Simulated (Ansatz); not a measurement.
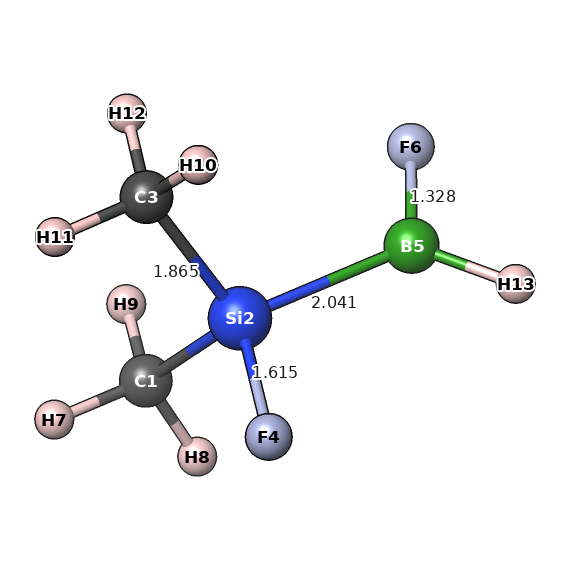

Bond lengths are marked in Å; every bond is drawn as one stick. Computed geometry: PBE0-D4/def2-TZVP optimisation. No frequency run is at hand to confirm it as a minimum.

Q: Assign a bond order to each marked bond.

A: Si2–C3 single; Si2–F4 single; Si2–B5 single; B5–F6 single.

Q: Give the structure as SMILES.

A: C[Si](C)(F)BF
